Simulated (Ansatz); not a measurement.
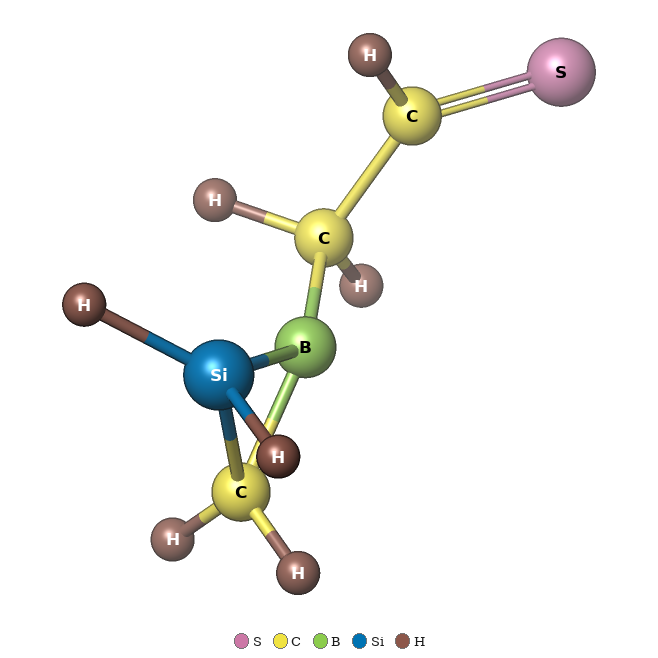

Orthographic view. Atoms fade into the background with distance from the viewer. The computed structure is the end point of a PBE0-D4/def2-TZVP optimisation. No frequency run is at hand to confirm it as a minimum.

Give the standard InChI.

InChI=1S/C3H7BSSi/c5-2-1-4-3-6-4/h2H,1,3,6H2
